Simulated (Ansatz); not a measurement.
# Geometry relaxation of SiH$_{2}$F$_{2}$

The run: geometry relaxation of SiH$_{2}$F$_{2}$. Method and program: RKS PBE0-D4/def2-SVP (Ansatz 0.2.0).

It belongs to a series of runs on one base structure; here: end point B relaxed. Figures and captions count atoms from 1; the log counts them from 0 in places.

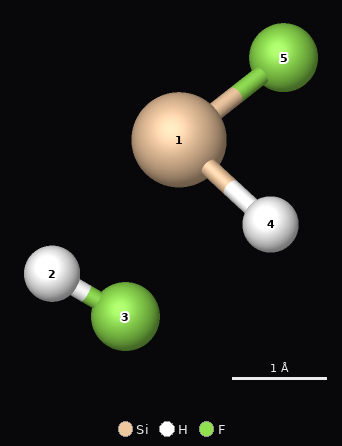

*The structure as given in the input (ball-and-stick view, seen at a tilt; atoms are numbered from 1 in the order of the input).*

Bond lengths as drawn: F–H 0.92 Å, F–Si 1.64 Å and H–Si 1.54 Å.

## The input
```yaml
crystal:
  periodic: [false, false, false]
  atoms:
    - { symbol: Si, position_ang: [-0.773433, 0.022166, 0.192025] }
    - { symbol: H, position_ang: [1.501591, -0.08371, 1.570932] }
    - { symbol: F, position_ang: [1.944965, 0.071165, 0.776093] }
    - { symbol: H, position_ang: [-0.703245, 1.136668, -0.868483] }
    - { symbol: F, position_ang: [-0.787979, -1.252289, -0.834166] }
basis:
  gaussian: { orbitals: def2-SVP }
hamiltonian:
  xc: pbe0
  dispersion: d4
relax:
  f_tol: 0.03
  max_steps: 50
```

Machine: 1 thread of Arm Neoverse V2, 24 GiB of memory available, shared host.

Command:
```bash
ansatz run input.yaml --threads 1 --pin off --max-ram 2048MiB --backend cpu --events-out ev --progress --plain --runs-dir out
```

## The program's output
```
The last accepted step is kept in [file] (removed where the run ends without a failure and the disk answers)
Engine: ansatz 0.2.0, aarch64-unknown-linux-gnu
Functional definition: PBE0
  parameter a = 0.25
  parameter kappa = 0.804
  parameter beta = 0.06672455060314922
  exchange = (1 - a)*pbe_x(kappa = kappa, mu = beta*pi^2/3) + a*exact_x
  correlation = pbe_c(beta = beta)
561 factors; integrals over basis functions are off by at most 3.8e-4 eV
mean field evaluation 1: about -13325.6423 eV, gradient 3.9e1 eV
mean field evaluation 2: about -13321.8878 eV, gradient 6.4e1 eV
mean field evaluation 4: about -13328.1075 eV, gradient 2.0e0 eV
mean field evaluation 8: about -13328.1200 eV, gradient 3.5e-2 eV
mean field -13328.12001687 eV, -489.7993764956 hartree, gradient 7.6e-5 eV, S^2 0.000000; 0 other end points of the search recorded, 0 dependent functions left out
the calculation of the forces begins
reference -13328.12003673 eV, -489.7993772256 hartree; 17, 17 occupied and 39, 39 virtual orbitals, 561 factors
relax step   1: F+E_penalty+E_count = -13328.16504279 eV  Δ(F+E_penalty+E_count) = +0.000e0 eV  max|allowed force component| = 2.698e-1 eV/Å  Δτ_max = 0.0000 Å  (24 SCF iters, accepted)
these checks for a lower state are left out or cut short: starts, cluster_reference, orbital_swaps, neighbouring_geometries, increment
561 factors; integrals over basis functions are off by at most 5.7e-4 eV
mean field evaluation 16: about -13327.7316 eV, gradient 1.2e1 eV
mean field -13328.14239559 eV, -489.8001988986 hartree, gradient 5.7e-6 eV, S^2 0.000000; 0 other end points of the search recorded, 0 dependent functions left out
the calculation of the forces begins
reference -13328.14241584 eV, -489.8001996426 hartree; 17, 17 occupied and 39, 39 virtual orbitals, 561 factors
relax step   2: F+E_penalty+E_count = -13328.18859769 eV  Δ(F+E_penalty+E_count) = -2.355e-2 eV  max|allowed force component| = 1.716e0 eV/Å  Δτ_max = 0.1949 Å  (32 SCF iters, accepted)
these checks for a lower state are left out or cut short: starts, cluster_reference, orbital_swaps, neighbouring_geometries, increment
561 factors; integrals over basis functions are off by at most 5.3e-4 eV
mean field -13328.21434339 eV, -489.8028429313 hartree, gradient 2.4e-5 eV, S^2 0.000000; 0 other end points of the search recorded, 0 dependent functions left out
the calculation of the forces begins
reference -13328.21436335 eV, -489.8028436648 hartree; 17, 17 occupied and 39, 39 virtual orbitals, 561 factors
relax step   3: F+E_penalty+E_count = -13328.26208505 eV  Δ(F+E_penalty+E_count) = -7.349e-2 eV  max|allowed force component| = 5.632e-1 eV/Å  Δτ_max = 0.1609 Å  (27 SCF iters, accepted)
these checks for a lower state are left out or cut short: starts, cluster_reference, orbital_swaps, neighbouring_geometries, increment
561 factors; integrals over basis functions are off by at most 4.3e-4 eV
mean field evaluation 32: about -13328.2230 eV, gradient 2.5e-1 eV
mean field -13328.23004102 eV, -489.8034198086 hartree, gradient 5.8e-6 eV, S^2 0.000000; 0 other end points of the search recorded, 0 dependent functions left out
the calculation of the forces begins
reference -13328.23006126 eV, -489.8034205526 hartree; 17, 17 occupied and 39, 39 virtual orbitals, 561 factors
relax step   4: F+E_penalty+E_count = -13328.27853049 eV  Δ(F+E_penalty+E_count) = -1.645e-2 eV  max|allowed force component| = 6.768e-1 eV/Å  Δτ_max = 0.1404 Å  (27 SCF iters, accepted)
these checks for a lower state are left out or cut short: starts, cluster_reference, orbital_swaps, neighbouring_geometries, increment
561 factors; integrals over basis functions are off by at most 4.5e-4 eV
mean field -13328.22719395 eV, -489.8033151808 hartree, gradient 1.8e-5 eV, S^2 0.000000; 0 other end points of the search recorded, 0 dependent functions left out
the calculation of the forces begins
reference -13328.22721430 eV, -489.8033159287 hartree; 17, 17 occupied and 39, 39 virtual orbitals, 561 factors
relax step   5: F+E_penalty+E_count = -13328.27550173 eV  Δ(F+E_penalty+E_count) = +3.029e-3 eV  max|allowed force component| = 6.283e-1 eV/Å  Δτ_max = 0.0840 Å  (27 SCF iters, rejected (line search))
these checks for a lower state are left out or cut short: starts, cluster_reference, orbital_swaps, neighbouring_geometries, increment
561 factors; integrals over basis functions are off by at most 4.2e-4 eV
mean field -13328.24224283 eV, -489.8038682168 hartree, gradient 8.2e-5 eV, S^2 0.000000; 0 other end points of the search recorded, 0 dependent functions left out
the calculation of the forces begins
reference -13328.24226323 eV, -489.8038689665 hartree; 17, 17 occupied and 39, 39 virtual orbitals, 561 factors
relax step   6: F+E_penalty+E_count = -13328.29056984 eV  Δ(F+E_penalty+E_count) = -1.204e-2 eV  max|allowed force component| = 7.633e-2 eV/Å  Δτ_max = 0.0412 Å  (23 SCF iters, accepted)
these checks for a lower state are left out or cut short: starts, cluster_reference, orbital_swaps, neighbouring_geometries, increment
561 factors; integrals over basis functions are off by at most 4.3e-4 eV
mean field -13328.24756172 eV, -489.8040636826 hartree, gradient 1.3e-5 eV, S^2 0.000000; 0 other end points of the search recorded, 0 dependent functions left out
the calculation of the forces begins
reference -13328.24758235 eV, -489.8040644407 hartree; 17, 17 occupied and 39, 39 virtual orbitals, 561 factors
relax step   7: F+E_penalty+E_count = -13328.29569924 eV  Δ(F+E_penalty+E_count) = -5.129e-3 eV  max|allowed force component| = 2.181e-1 eV/Å  Δτ_max = 0.0655 Å  (27 SCF iters, accepted)
these checks for a lower state are left out or cut short: starts, cluster_reference, orbital_swaps, neighbouring_geometries, increment
561 factors; integrals over basis functions are off by at most 4.1e-4 eV
mean field -13328.24939734 eV, -489.8041311405 hartree, gradient 1.6e-5 eV, S^2 0.000000; 0 other end points of the search recorded, 0 dependent functions left out
the calculation of the forces begins
reference -13328.24941813 eV, -489.8041319043 hartree; 17, 17 occupied and 39, 39 virtual orbitals, 561 factors
relax step   8: F+E_penalty+E_count = -13328.29744786 eV  Δ(F+E_penalty+E_count) = -1.749e-3 eV  max|allowed force component| = 6.367e-2 eV/Å  Δτ_max = 0.0673 Å  (27 SCF iters, accepted)
these checks for a lower state are left out or cut short: starts, cluster_reference, orbital_swaps, neighbouring_geometries, increment
561 factors; integrals over basis functions are off by at most 4.1e-4 eV
mean field evaluation 64: about -13328.2223 eV, gradient 2.7e0 eV
mean field -13328.25035236 eV, -489.8041662366 hartree, gradient 8.8e-5 eV, S^2 0.000000; 0 other end points of the search recorded, 0 dependent functions left out
the calculation of the forces begins
reference -13328.25037318 eV, -489.8041670020 hartree; 17, 17 occupied and 39, 39 virtual orbitals, 561 factors
relax step   9: F+E_penalty+E_count = -13328.29846399 eV  Δ(F+E_penalty+E_count) = -1.016e-3 eV  max|allowed force component| = 2.256e-2 eV/Å  Δτ_max = 0.0327 Å  (23 SCF iters, accepted)
these checks for a lower state are left out or cut short: starts, cluster_reference, orbital_swaps, neighbouring_geometries, increment
561 factors; integrals over basis functions are off by at most 4.4e-4 eV
mean field -13328.24803684 eV, -489.8040811427 hartree, gradient 1.5e-5 eV, S^2 0.000000; 0 other end points of the search recorded, 0 dependent functions left out
the calculation of the forces begins
reference -13328.24805772 eV, -489.8040819101 hartree; 17, 17 occupied and 39, 39 virtual orbitals, 561 factors
relax step  10: F+E_penalty+E_count = -13328.29631509 eV  Δ(F+E_penalty+E_count) = +2.149e-3 eV  max|allowed force component| = 4.593e-1 eV/Å  Δτ_max = 0.0746 Å  (27 SCF iters, rejected (line search))
these checks for a lower state are left out or cut short: starts, cluster_reference, orbital_swaps, neighbouring_geometries, increment
561 factors; integrals over basis functions are off by at most 4.2e-4 eV
mean field -13328.25076163 eV, -489.8041812769 hartree, gradient 8.5e-5 eV, S^2 0.000000; 0 other end points of the search recorded, 0 dependent functions left out
the calculation of the forces begins
reference -13328.25078245 eV, -489.8041820422 hartree; 17, 17 occupied and 39, 39 virtual orbitals, 561 factors
relax step  11: F+E_penalty+E_count = -13328.29901358 eV  Δ(F+E_penalty+E_count) = -5.496e-4 eV  max|allowed force component| = 2.995e-2 eV/Å  Δτ_max = 0.0356 Å  (24 SCF iters, accepted)
561 factors; integrals over basis functions are off by at most 4.2e-4 eV
mean field evaluation 96: about -13328.2508 eV, gradient 9.1e-6 eV
```

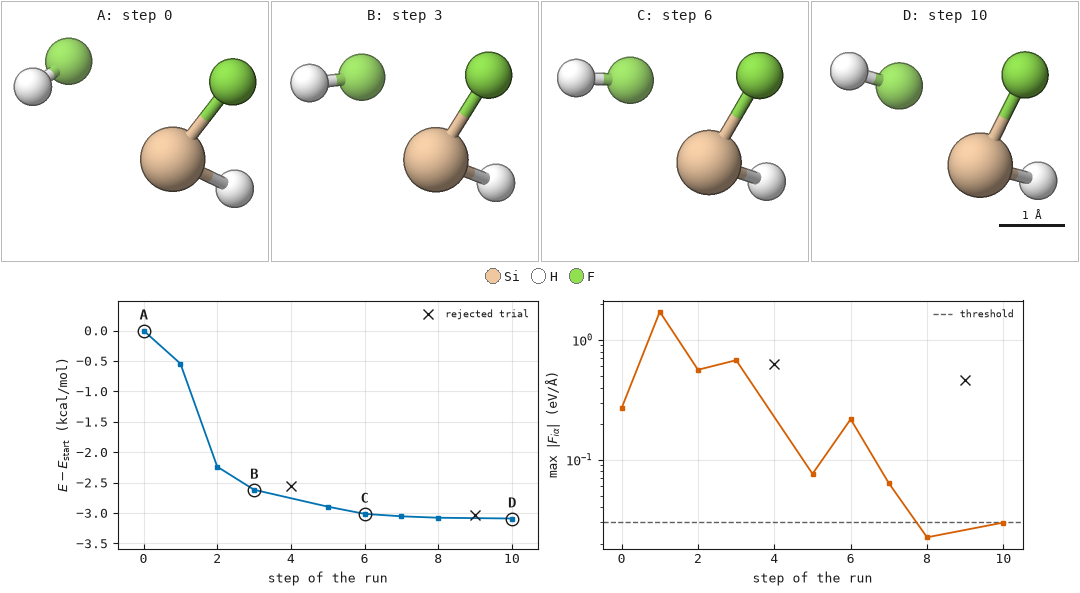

*Frames of the relaxation (ball-and-stick view, seen at a tilt) above the curves, on which the letters mark them (the first geometry is step 0 here and step 1 in the log).*

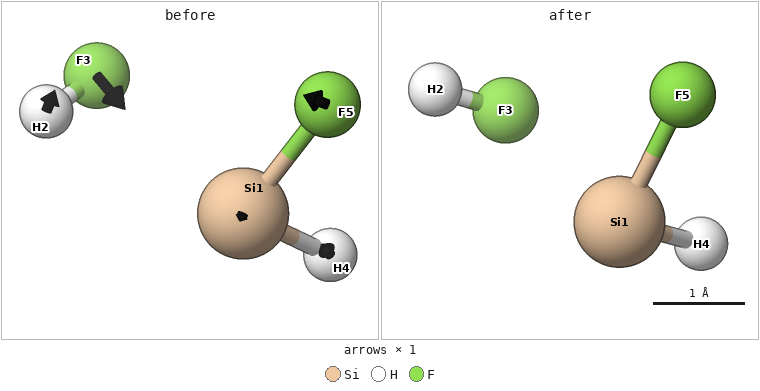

*Before (left) and after (right) the relaxation, at one scale (ball-and-stick view, seen at a tilt). The black arrows give the displacements, at true length.*

Over 10 geometry steps the energy falls by 3.09 kcal/mol. Largest force component: 0.27 eV/Å at the start, 0.03 eV/Å at the end. The line search rejected the trial steps at points 4, 9 (counted from 0) and went back. The atom that moves furthest after the best rigid fit is F3 (0.54 Å). Largest moves by element: F 0.54 Å, H 0.27 Å, Si 0.10 Å. Distances before and after: Si1–F5 1.636 → 1.646 Å, H2–F3 0.923 → 0.929 Å. (Atoms are counted from 1 in the order of the input.)

```
mean field -13328.25076163 eV, -489.8041812769 hartree, gradient 8.5e-5 eV, S^2 0.000000; 1 other end points of the search recorded, 0 dependent functions left out
the calculation of the forces begins
reference -13328.25078245 eV, -489.8041820422 hartree; 17, 17 occupied and 39, 39 virtual orbitals, 561 factors
Total energy: -13328.29903440 eV, -489.8059552687 hartree
Atom 0 at    -0.801945     0.097841     0.245109 Å, force     0.010976    -0.029949    -0.016125 eV/Å
Atom 1 at     1.579822    -0.286300     1.430546 Å, force     0.003469     0.001790    -0.016825 eV/Å
Atom 2 at     1.429193     0.204318     0.656207 Å, force    -0.004999     0.001469     0.021163 eV/Å
Atom 3 at    -0.495909     1.136635    -0.848410 Å, force     0.001608    -0.000632    -0.005717 eV/Å
Atom 4 at    -0.529262    -1.258493    -0.647052 Å, force    -0.011054     0.027322     0.017503 eV/Å
Dipole moment:     0.376387     0.036785     0.461526 e Å
```

## Trajectory as extended XYZ (Å, eV, eV/Å), 11 frames, from step=1 to step=11
```
5
Properties=species:S:1:pos:R:3:forces:R:3 step=1 energy=-13328.16504
Si   -0.7734    0.0222    0.1920    0.2009  -0.0235  -0.0059
H     1.5016   -0.0837    1.5709   -0.0479  -0.0522   0.2390
F     1.9450    0.0712    0.7761   -0.1739   0.0500  -0.2698
H    -0.7032    1.1367   -0.8685    0.0193  -0.0072   0.0069
F    -0.7880   -1.2523   -0.8342    0.0016   0.0329   0.0299
5
Properties=species:S:1:pos:R:3:forces:R:3 step=2 energy=-13328.18860
Si   -0.7041    0.0182    0.2010   -0.0962   0.0343   0.2049
H     1.5552   -0.1016    1.6208    0.3652   0.3634  -1.7158
F     1.7666    0.0964    0.7016   -0.5116  -0.3602   1.5713
H    -0.6560    1.1337   -0.8592    0.1367   0.0023  -0.0130
F    -0.7799   -1.2526   -0.8279    0.1059  -0.0397  -0.0473
5
Properties=species:S:1:pos:R:3:forces:R:3 step=3 energy=-13328.26209
Si   -0.6946    0.0403    0.2651    0.0152  -0.0304  -0.1769
H     1.4482   -0.1096    1.5186    0.2184   0.1050  -0.5632
F     1.6383    0.0707    0.6135   -0.2955  -0.1000   0.5554
H    -0.5719    1.1414   -0.8091    0.0471  -0.0323   0.0877
F    -0.6381   -1.2488   -0.7518    0.0149   0.0577   0.0970
5
Properties=species:S:1:pos:R:3:forces:R:3 step=4 energy=-13328.27853
Si   -0.7015    0.0612    0.2773   -0.0836   0.0799  -0.0791
H     1.4547   -0.1689    1.4762    0.1432   0.1949  -0.6202
F     1.5085    0.1086    0.5758   -0.0519  -0.1945   0.6768
H    -0.5159    1.1488   -0.8002    0.0007  -0.0588   0.0477
F    -0.5638   -1.2556   -0.6926   -0.0084  -0.0215  -0.0251
5
Properties=species:S:1:pos:R:3:forces:R:3 step=5 energy=-13328.27550 accepted=F
Si   -0.7808    0.0871    0.2670    0.2971  -0.5937  -0.4988
H     1.4996   -0.2100    1.4561    0.1144  -0.0034  -0.0250
F     1.4926    0.1365    0.5936   -0.1584   0.0039   0.1277
H    -0.4959    1.1513   -0.8075   -0.0641  -0.0352  -0.0129
F    -0.5336   -1.2709   -0.6727   -0.1889   0.6283   0.4090
5
Properties=species:S:1:pos:R:3:forces:R:3 step=6 energy=-13328.29057
Si   -0.7296    0.0647    0.2668   -0.0545   0.0163  -0.0208
H     1.4952   -0.1759    1.4790    0.0763  -0.0055   0.0121
F     1.5000    0.1164    0.5961   -0.0324   0.0068   0.0202
H    -0.5134    1.1435   -0.8079    0.0141  -0.0045  -0.0001
F    -0.5704   -1.2547   -0.6977   -0.0035  -0.0131  -0.0114
5
Properties=species:S:1:pos:R:3:forces:R:3 step=7 energy=-13328.29570
Si   -0.7718    0.0687    0.2540    0.0286  -0.0573  -0.0654
H     1.5588   -0.1882    1.4893    0.0012   0.0653  -0.2112
F     1.4759    0.1301    0.6163   -0.0153  -0.0622   0.2181
H    -0.5037    1.1380   -0.8191    0.0025   0.0140   0.0061
F    -0.5772   -1.2547   -0.7042   -0.0170   0.0402   0.0526
5
Properties=species:S:1:pos:R:3:forces:R:3 step=8 energy=-13328.29745
Si   -0.7877    0.0759    0.2436   -0.0290   0.0340   0.0276
H     1.5863   -0.2392    1.4645    0.0063  -0.0260   0.0430
F     1.4554    0.1848    0.6497   -0.0205   0.0108  -0.0637
H    -0.4945    1.1354   -0.8351    0.0079  -0.0199   0.0018
F    -0.5776   -1.2629   -0.6864    0.0353   0.0011  -0.0087
5
Properties=species:S:1:pos:R:3:forces:R:3 step=9 energy=-13328.29846
Si   -0.8019    0.0865    0.2436    0.0130  -0.0052  -0.0192
H     1.5916   -0.2657    1.4461   -0.0014  -0.0015  -0.0079
F     1.4395    0.2016    0.6581   -0.0167  -0.0107  -0.0001
H    -0.4902    1.1320   -0.8424   -0.0061   0.0040   0.0047
F    -0.5572   -1.2604   -0.6691    0.0112   0.0134   0.0226
5
Properties=species:S:1:pos:R:3:forces:R:3 step=10 energy=-13328.29631 accepted=F
Si   -0.8149    0.1145    0.2418    0.0402  -0.1317  -0.0740
H     1.5910   -0.3300    1.4084   -0.1146   0.3358  -0.4593
F     1.4142    0.2315    0.6767    0.0993  -0.3238   0.4524
H    -0.5026    1.1352   -0.8670    0.0111   0.0060  -0.0001
F    -0.5058   -1.2571   -0.6236   -0.0360   0.1137   0.0810
5
Properties=species:S:1:pos:R:3:forces:R:3 step=11 energy=-13328.29901
Si   -0.8019    0.0978    0.2451    0.0110  -0.0299  -0.0161
H     1.5798   -0.2863    1.4305    0.0035   0.0018  -0.0168
F     1.4292    0.2043    0.6562   -0.0050   0.0015   0.0212
H    -0.4959    1.1366   -0.8484    0.0016  -0.0006  -0.0057
F    -0.5293   -1.2585   -0.6471   -0.0111   0.0273   0.0175
```

## Key numbers

| quantity | value |
| --- | --- |
| outcome | converged |
| total energy | −13328.2990 eV |
| mean-field energy | −13328.2508 eV |
| largest force (length of the vector) at the end | 0.036 eV/Å |
| wall time | 12 s |
| peak memory | 0.1 GiB |
